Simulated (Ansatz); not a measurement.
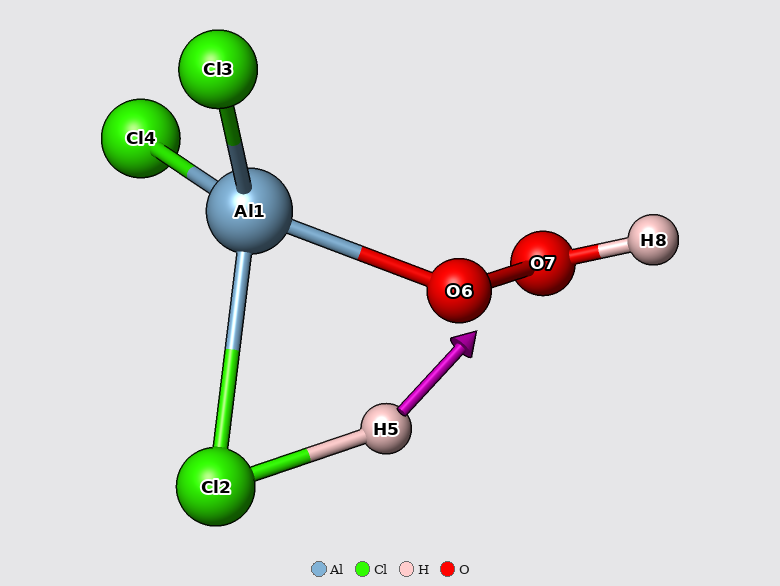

The arrows show one normal mode. Harmonic vibrations computed with RKS PBE0-D4/def2-SVP (Ansatz 0.2.0) at a stationary point of the same level. It is a saddle point of order 1.

### What kind of motion is it?

Mostly Cl–H stretching.

### Estimate its harmonic wavenumber.

615i cm⁻¹; it is mode 1 of 18 counted from the lowest.
